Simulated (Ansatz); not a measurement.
## Geometry relaxation, with input and output: HfNH4BrCl2O (part 1 of 2)

- system: HfNH4BrCl2O
- method: RHF/def2-SVP (Ansatz 0.2.0)

The input holds or restrains some coordinates. It belongs to a series of runs on one base structure; here: pulled along the bonds that form and break, towards end B.

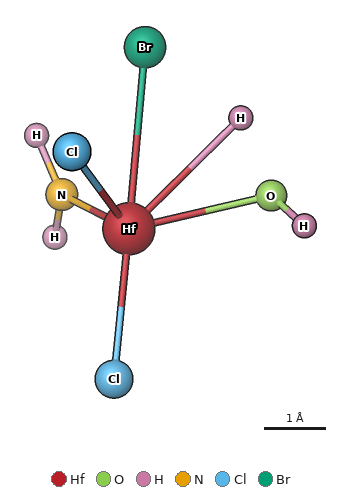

Figure 1. The input geometry (ball-and-stick view, seen at a tilt). Sticks mark near contacts. Bond lengths as drawn: Br–Hf 3.00 Å, Cl–Hf 2.52 Å, Hf–N 2.21 Å, Hf–O 2.42 Å, H–Hf 2.60 Å, H–N 1.06 Å and H–O 1.01 Å.

The input
```yaml
crystal:
  periodic: [false, false, false]
  atoms:
    - { symbol: Hf, position_ang: [0.0, 0.0, 0.0] }
    - { symbol: O, position_ang: [0.0, 0.0, 2.42] }
    - { symbol: H, position_ang: [-0.9095, -0.2814, 2.7571] }
    - { symbol: "N", position_ang: [2.084, 0.0, -0.7359] }
    - { symbol: H, position_ang: [2.5823, -0.918, -0.9166] }
    - { symbol: H, position_ang: [2.5853, 0.918, -0.9082] }
    - { symbol: Cl, position_ang: [-1.1869, 2.0563, -0.8392] }
    - { symbol: Cl, position_ang: [-1.1869, -2.0563, -0.8392] }
    - { symbol: Br, position_ang: [1.1246, 2.6154, 0.946] }
    - { symbol: H, position_ang: [0.5364, 1.2474, 2.2225] }
basis:
  gaussian: { orbitals: def2-SVP }
hamiltonian:
  xc: hf
relax:
  f_tol: 0.15
  max_steps: 25
  restrain:
    - { distance: [0, 8], at: 2.7, k: 30.0 }
    - { distance: [9, 1], at: 1.01, k: 30.0 }
    - { distance: [0, 1], at: 3.27, k: 30.0 }
    - { distance: [9, 8], at: 2.75, k: 30.0 }
output:
  orbitals: {}
```

Launch command:
```bash
ansatz run input.yaml --threads 4 --pin off --max-ram 5120MiB --backend cpu --events-out ev --progress --plain --runs-dir out
```

Output
```
The last accepted step is kept in [file] (removed where the run ends without a failure and the disk answers)
Engine: ansatz 0.2.0, x86_64-unknown-linux-gnu
Functional definition: HF
  exchange = exact_x
  correlation = 0
1541 factors; integrals over basis functions are off by at most 2.7e-4 eV
mean field evaluation 1: about -99858.2177 eV, gradient 5.2e1 eV
mean field evaluation 2: about -99858.3335 eV, gradient 5.2e1 eV
mean field evaluation 4: about -99865.1324 eV, gradient 3.7e0 eV
mean field evaluation 8: about -99865.2074 eV, gradient 4.3e-1 eV
mean field -99865.20817586 eV, -3669.9787093935 hartree, gradient 2.3e-5 eV, S^2 0.000000; 0 other end points of the search recorded, 0 dependent functions left out
the calculation of the forces begins
reference -99865.20817586 eV, -3669.9787093935 hartree; 50, 50 occupied and 98, 98 virtual orbitals, 1541 factors
relax step   1: F+E_penalty+E_count = -99865.20817586 eV  Δ(F+E_penalty+E_count) = +0.000e0 eV  max|allowed force component| = 2.940e0 eV/Å  E_restraint = 23.48426212 eV  max|allowed force component, restraints' pulls added| = 2.774e1 eV/Å  Δτ_max = 0.0000 Å  (40 SCF iters, accepted)
  distance Hf 0 - Br 8 = 3.0000 Å
  distance H 9 - O 1 = 1.3721 Å
  distance Hf 0 - O 1 = 2.4200 Å
  distance H 9 - Br 8 = 1.9613 Å
these checks for a lower state are left out or cut short: starts, cluster_reference, orbital_swaps, neighbouring_geometries, increment
1541 factors; integrals over basis functions are off by at most 5.7e-4 eV
mean field evaluation 16: about -99864.5053 eV, gradient 1.3e2 eV
mean field -99865.80927010 eV, -3670.0007991996 hartree, gradient 9.1e-6 eV, S^2 0.000000; 0 other end points of the search recorded, 0 dependent functions left out
[... from here on the field's lines of each further geometry are left out, up to the last ...]
relax step   2: F+E_penalty+E_count = -99865.80927010 eV  Δ(F+E_penalty+E_count) = -6.011e-1 eV  max|allowed force component| = 3.647e0 eV/Å  E_restraint = 9.90541387 eV  max|allowed force component, restraints' pulls added| = 1.857e1 eV/Å  Δτ_max = 0.1949 Å  (43 SCF iters, accepted)
relax step   3: F+E_penalty+E_count = -99866.58832199 eV  Δ(F+E_penalty+E_count) = -7.791e-1 eV  max|allowed force component| = 2.250e0 eV/Å  E_restraint = 3.06274167 eV  max|allowed force component, restraints' pulls added| = 8.090e0 eV/Å  Δτ_max = 0.1949 Å  (43 SCF iters, accepted)
relax step   4: F+E_penalty+E_count = -99867.34639503 eV  Δ(F+E_penalty+E_count) = -7.581e-1 eV  max|allowed force component| = 1.532e0 eV/Å  E_restraint = 0.29001459 eV  max|allowed force component, restraints' pulls added| = 3.639e0 eV/Å  Δτ_max = 0.1942 Å  (43 SCF iters, accepted)
relax step   5: F+E_penalty+E_count = -99868.01394290 eV  Δ(F+E_penalty+E_count) = -6.675e-1 eV  max|allowed force component| = 1.840e0 eV/Å  E_restraint = 0.03155136 eV  max|allowed force component, restraints' pulls added| = 1.303e0 eV/Å  Δτ_max = 0.1947 Å  (41 SCF iters, accepted)
relax step   6: F+E_penalty+E_count = -99868.43619311 eV  Δ(F+E_penalty+E_count) = -4.223e-1 eV  max|allowed force component| = 2.510e0 eV/Å  E_restraint = 0.02320237 eV  max|allowed force component, restraints' pulls added| = 2.186e0 eV/Å  Δτ_max = 0.1979 Å  (35 SCF iters, accepted)
relax step   7: F+E_penalty+E_count = -99868.75955497 eV  Δ(F+E_penalty+E_count) = -3.234e-1 eV  max|allowed force component| = 1.814e0 eV/Å  E_restraint = 0.02548157 eV  max|allowed force component, restraints' pulls added| = 9.228e-1 eV/Å  Δτ_max = 0.1931 Å  (36 SCF iters, accepted)
relax step   8: F+E_penalty+E_count = -99868.98694798 eV  Δ(F+E_penalty+E_count) = -2.274e-1 eV  max|allowed force component| = 1.485e0 eV/Å  E_restraint = 0.02968413 eV  max|allowed force component, restraints' pulls added| = 6.059e-1 eV/Å  Δτ_max = 0.1997 Å  (35 SCF iters, accepted)
relax step   9: F+E_penalty+E_count = -99869.12303477 eV  Δ(F+E_penalty+E_count) = -1.361e-1 eV  max|allowed force component| = 1.311e0 eV/Å  E_restraint = 0.03414539 eV  max|allowed force component, restraints' pulls added| = 2.711e-1 eV/Å  Δτ_max = 0.1996 Å  (35 SCF iters, accepted)
relax step  10: F+E_penalty+E_count = -99869.18007565 eV  Δ(F+E_penalty+E_count) = -5.704e-2 eV  max|allowed force component| = 1.130e0 eV/Å  E_restraint = 0.03854149 eV  max|allowed force component, restraints' pulls added| = 2.226e-1 eV/Å  Δτ_max = 0.1997 Å  (35 SCF iters, accepted)
relax step  11: F+E_penalty+E_count = -99869.18577812 eV  Δ(F+E_penalty+E_count) = -5.702e-3 eV  max|allowed force component| = 1.087e0 eV/Å  E_restraint = 0.03804152 eV  max|allowed force component, restraints' pulls added| = 1.025e-1 eV/Å  Δτ_max = 0.2000 Å  (34 SCF iters, accepted)
relax step  12: F+E_penalty+E_count = -99869.17224598 eV  Δ(F+E_penalty+E_count) = +1.353e-2 eV  max|allowed force component| = 1.284e0 eV/Å  E_restraint = 0.03481506 eV  max|allowed force component, restraints' pulls added| = 5.620e-1 eV/Å  Δτ_max = 0.1971 Å  (35 SCF iters, rejected (line search))
relax step  13: F+E_penalty+E_count = -99869.17105438 eV  Δ(F+E_penalty+E_count) = +1.472e-2 eV  max|allowed force component| = 1.295e0 eV/Å  E_restraint = 0.03438170 eV  max|allowed force component, restraints' pulls added| = 1.110e0 eV/Å  Δτ_max = 0.0963 Å  (36 SCF iters, rejected (line search))
the calculation of the forces begins
reference -99869.19186303 eV, -3670.1251071967 hartree; 50, 50 occupied and 98, 98 virtual orbitals, 1543 factors
relax step  14: F+E_penalty+E_count = -99869.19186303 eV  Δ(F+E_penalty+E_count) = -6.085e-3 eV  max|allowed force component| = 1.064e0 eV/Å  E_restraint = 0.04166819 eV  max|allowed force component, restraints' pulls added| = 9.001e-2 eV/Å  Δτ_max = 0.0470 Å  (38 SCF iters, accepted)
  distance Hf 0 - Br 8 = 2.6721 Å
  distance H 9 - O 1 = 0.9687 Å
  distance Hf 0 - O 1 = 3.2542 Å
  distance H 9 - Br 8 = 2.7566 Å
1543 factors; integrals over basis functions are off by at most 9.8e-4 eV
mean field evaluation 128: about -99869.1919 eV, gradient 4.5e-5 eV
```

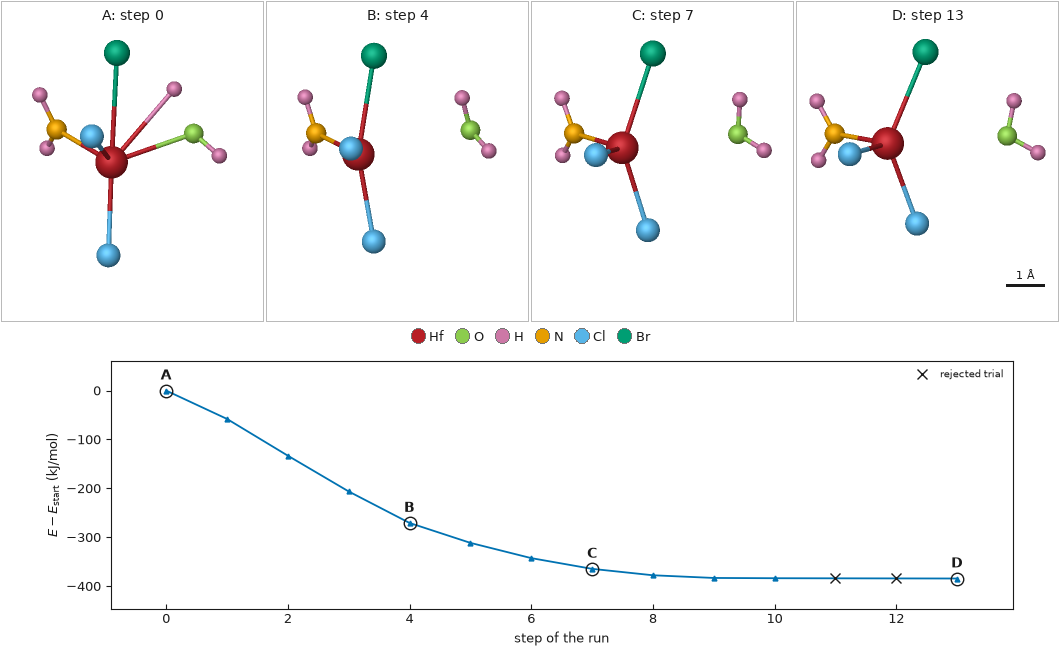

Figure 2. Frames of the restrained relaxation (ball-and-stick view, seen at a tilt) above the curves, on which the letters mark them (the first geometry is step 0 here and step 1 in the log).

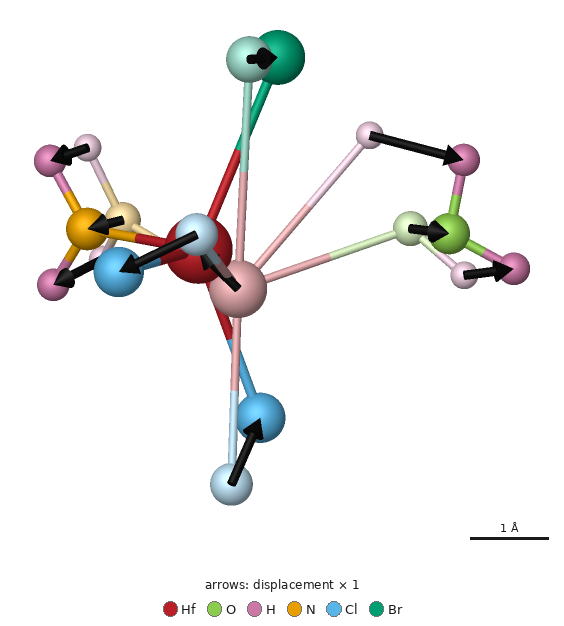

Figure 3. Start (faint) and end (solid) with the displacements as black arrows, at true length (ball-and-stick view, seen at a tilt). The two geometries are laid on each other by the best rigid fit. Over 13 geometry steps the energy falls by 384.4 kJ/mol. The largest force component goes from 2.9 to 1.1 eV/Å. The line search rejected the trial steps at points 11, 12 (counted from 0) and went back. H10 moves most after the best rigid fit: 1.25 Å. Largest moves by element: H 1.25 Å, Cl 1.12 Å, Hf 0.73 Å, O 0.60 Å, N 0.49 Å, Br 0.48 Å. Among the contacts that change: Hf1–H10 2.604 → 3.609 Å, Hf1–O2 2.420 → 3.254 Å, O2–H10 1.372 → 0.969 Å, Hf1–Br9 3.000 → 2.672 Å. New bonds form: O2–H10 (1.37 → 0.97 Å). Bonds break: Hf1–O2 (2.42 → 3.25 Å). Among the angles that change: Cl7–Hf1–Br9 64.5° → 104.1°, Cl8–Hf1–Br9 173.5° → 136.1°, N4–Hf1–Br9 75.6° → 100.2°. (Atoms are counted from 1 in the order of the input.)

```
mean field -99869.19186303 eV, -3670.1251071967 hartree, gradient 8.4e-5 eV, S^2 0.000000; 1 other end points of the search recorded, 0 dependent functions left out
the calculation of the forces begins
reference -99869.19186303 eV, -3670.1251071967 hartree; 50, 50 occupied and 98, 98 virtual orbitals, 1543 factors
Total energy: -99869.19186303 eV, -3670.1251071967 hartree
Atom 0 at     0.355356     0.525807    -0.333093 Å, force     0.229498     0.501270     0.943232 eV/Å
Atom 1 at    -0.425879     0.100171     2.797106 Å, force     0.548485     1.064350     0.132706 eV/Å
Atom 2 at    -0.947013    -0.366467     3.432310 Å, force    -0.028271    -0.035985     0.012978 eV/Å
Atom 3 at     2.064953     0.051960    -1.249763 Å, force    -0.039522     0.080688    -0.090012 eV/Å
Atom 4 at     2.262016    -0.802627    -1.742931 Å, force    -0.001187    -0.009909     0.031957 eV/Å
Atom 5 at     2.824543     0.699448    -1.387949 Å, force     0.001192    -0.035292     0.022217 eV/Å
Atom 6 at    -1.030604     1.698299    -1.862670 Å, force    -0.007115     0.008127    -0.002901 eV/Å
Atom 7 at    -0.640112    -1.627493    -0.120295 Å, force     0.005075    -0.019820     0.020602 eV/Å
Atom 8 at     1.226852     2.418296     1.339934 Å, force    -0.185851    -0.503256    -0.609947 eV/Å
Atom 9 at    -0.060813     0.884007     3.233852 Å, force    -0.522305    -1.050174    -0.460831 eV/Å
Dipole moment:     0.275386    -0.290575     0.405599 e Å
```
